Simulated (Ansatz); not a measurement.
# SiN2H4F (SMILES N[Si](N)F): UB3LYP/6-31G(d) (Cartesian functions)

What is the energy change on altering one bond length of SiN2H4F at UB3LYP/6-31G* (Cartesian functions)? 

The results are computed with Ansatz 0.2.0.

37 further runs of the same task are left out: 37 set aside as unsound or not needed.

## 1. Starting point

The species is SiN2H4F (8 atoms), meant as a doublet with charge 0. SMILES: `N[Si](N)F`. The shape is that of a PBE0-D4/def2-TZVP optimisation. This is one conformer, not always the lowest.

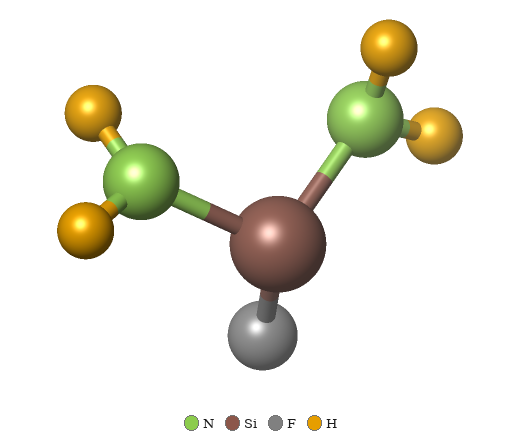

The structure, seen from a chosen angle (nitrogen green, silicon brown, fluorine grey, hydrogen amber).

## 2. A single-point energy at UB3LYP/6-31G(d) (Cartesian functions)

run.yaml

```yaml
crystal:
  periodic: [false, false, false]
  atoms:
    - {symbol: N, position_ang: [-0.814900, 1.031500, -0.359900]}
    - {symbol: Si, position_ang: [0.517200, -0.020700, -0.581300]}
    - {symbol: "N", position_ang: [0.780300, -0.793300, 0.910700]}
    - {symbol: F, position_ang: [0.045300, -0.971200, -1.794000]}
    - {symbol: H, position_ang: [-1.331700, 1.348900, -1.165000]}
    - {symbol: H, position_ang: [-0.763800, 1.744700, 0.350200]}
    - {symbol: H, position_ang: [1.648600, -1.254800, 1.120500]}
    - {symbol: H, position_ang: [0.011100, -1.142300, 1.463200]}
basis:
  gaussian:
    orbitals: "6-31G*"
magnetization:
  spin_polarized: true
  initial_magnetization: 1
hamiltonian:
  xc: {name: B3LYP}
accuracy: high
output: {orbitals: {seedname: orbitals}}
```

The run is started by

```sh
$ ansatz run run.yaml --threads 1 --pin off --max-ram 3480MiB --events-out events.jsonl --progress --plain --runs-dir runs
```

What it wrote:

```text
Warning: RAYON_NUM_THREADS=1 ignored (pool sized by the plan → 1); use --threads N
Functional definition: B3LYP
  name "B3LYP"
  parameter a0 = 0.2
  parameter ax = 0.72
  parameter ac = 0.81
  exchange = (1 - a0 - ax)*slater_x + ax*b88_x + a0*exact_x
  correlation = (1 - ac)*vwn_rpa_c + ac*lyp_c
1592 factors; integrals over basis functions are off by at most 3.2e-9 eV
mean field evaluation 1: about -13629.4656 eV, gradient 5.6e1 eV
mean field evaluation 2: about -13612.2915 eV, gradient 8.1e1 eV
mean field evaluation 4: about -13640.9787 eV, gradient 5.1e0 eV
mean field evaluation 8: about -13641.1920 eV, gradient 7.1e-2 eV
mean field evaluation 16: about -13641.1920 eV, gradient 4.7e-5 eV
mean field -13641.19201733 eV, -501.3045603049 hartree, gradient 8.1e-8 eV, S^2 0.751529; 0 other end points of the search recorded, 0 dependent functions left out
reference -13641.19205283 eV, -501.3045616094 hartree; 21, 20 occupied and 51, 52 virtual orbitals, 1592 factors
Total energy: -13641.19205283 eV, -501.3045616094 hartree
```

It took 9.9 s on 1 thread of Arm Neoverse V1, shared host; peak memory 0.31 GiB.

## 3. The distorted shape at the same level

run.yaml

```yaml
basis:
  gaussian: {orbitals: "6-31G*"}
crystal:
  periodic: [false, false, false]
  atoms:
    - {symbol: N, position_ang: [-0.737365, 0.983880, -0.239111]}
    - {symbol: Si, position_ang: [0.594735, -0.068320, -0.460511]}
    - {symbol: "N", position_ang: [0.857835, -0.840920, 1.031489]}
    - {symbol: F, position_ang: [0.122835, -1.018820, -1.673211]}
    - {symbol: H, position_ang: [-1.331700, 1.348900, -1.165000]}
    - {symbol: H, position_ang: [-0.686265, 1.697080, 0.470989]}
    - {symbol: H, position_ang: [1.726135, -1.302420, 1.241289]}
    - {symbol: H, position_ang: [0.088635, -1.189920, 1.583989]}
accuracy: high
magnetization: {spin_polarized: true, initial_magnetization: 1}
hamiltonian: {xc: {name: B3LYP}}
output: {orbitals: {seedname: orbitals}}
```

The run is started by

```sh
$ ansatz run run.yaml --threads 1 --pin off --max-ram 3480MiB --events-out events.jsonl --progress --plain --runs-dir runs
```

What it wrote:

```text
Warning: RAYON_NUM_THREADS=1 ignored (pool sized by the plan → 1); use --threads N
[... 7 set-up lines as earlier in the session ...]
1594 factors; integrals over basis functions are off by at most 3.2e-9 eV
mean field evaluation 1: about -13629.1951 eV, gradient 5.5e1 eV
mean field evaluation 2: about -13610.8558 eV, gradient 8.1e1 eV
mean field evaluation 4: about -13640.6155 eV, gradient 5.4e0 eV
mean field evaluation 8: about -13640.8351 eV, gradient 7.2e-2 eV
mean field evaluation 16: about -13640.8352 eV, gradient 4.6e-5 eV
mean field -13640.83515139 eV, -501.2914457232 hartree, gradient 3.5e-8 eV, S^2 0.751625; 0 other end points of the search recorded, 0 dependent functions left out
reference -13640.83518681 eV, -501.2914470251 hartree; 21, 20 occupied and 51, 52 virtual orbitals, 1594 factors
Total energy: -13640.83518681 eV, -501.2914470251 hartree
```

Run time: 11 s. Hardware: 1 thread of Arm Neoverse V1, shared host; peak memory 0.31 GiB.

## 4. Summary of results

Level: UB3LYP/6-31G* (Cartesian functions).

| quantity | value |
| --- | --- |
| first shape: total energy | -501.30456 Eh |
| first shape: HOMO energy (highest over α and β) | -4.99 eV |
| first shape: LUMO energy (lowest over α and β) | -1.83 eV |
| first shape: ⟨S²⟩ | 0.752 |
| distorted shape: total energy | -501.29145 Eh |
| distorted shape: HOMO energy (highest over α and β) | -4.96 eV |
| distorted shape: LUMO energy (lowest over α and β) | -1.81 eV |
| distorted shape: ⟨S²⟩ | 0.752 |
| energy change with the N1–H5 bond stretched from 1.008 to 1.159 Å | 0.357 eV |

In words: With the N1–H5 bond stretched from 1.008 to 1.159 Å the energy rises by 0.36 eV (34.4 kJ/mol). The first shape isn't relaxed at this level, so the change isn't measured from a minimum.
